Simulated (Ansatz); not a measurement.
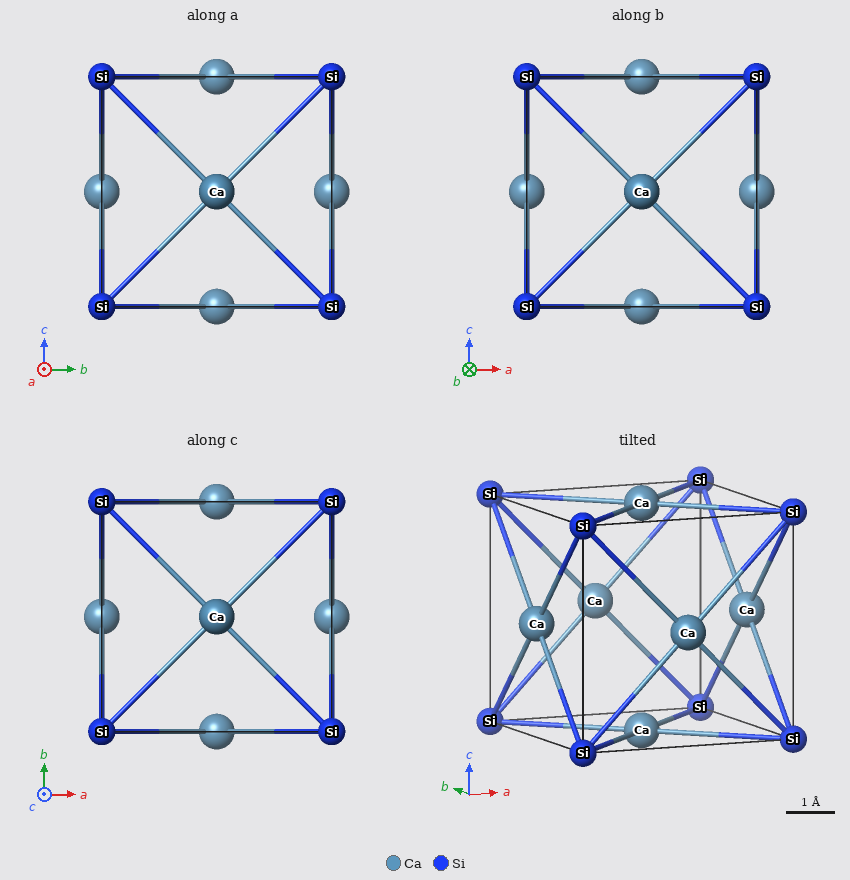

Ball-and-stick representation of a periodic structure, projected along the a axis, along the b axis, along the c axis and slightly off an axis. The conventional unit cell is outlined; an atom on or near a face, edge or corner is repeated at each equivalent position.

Lattice parameters: a = 4.8316 Å, b = 4.8316 Å, c = 4.8316 Å, α = 90.000°, β = 90.000°, γ = 90.000°.

### Set out the cell and atoms as a CIF with its space group and independent sites.

```cif
data_structure
_symmetry_space_group_name_H-M 'P m -3 m'
_symmetry_Int_Tables_number 221
_cell_length_a 4.8316
_cell_length_b 4.8316
_cell_length_c 4.8316
_cell_angle_alpha 90.000
_cell_angle_beta 90.000
_cell_angle_gamma 90.000
_cell_volume 112.79
loop_
_atom_site_label
_atom_site_type_symbol
_atom_site_symmetry_multiplicity
_atom_site_Wyckoff_symbol
_atom_site_fract_x
_atom_site_fract_y
_atom_site_fract_z
_atom_site_occupancy
Ca1 Ca 3 c 0.0000 0.5000 0.5000 1
Si1 Si 1 a 0.0000 0.0000 0.0000 1
```

The initial geometry was a structure type filled with these elements by a generator (whether the compound takes this form wasn't checked). The picture shows the end point of a geometry optimisation with Ansatz 0.2.0, DFT PBE, scalar-relativistic, plane waves, PAW.
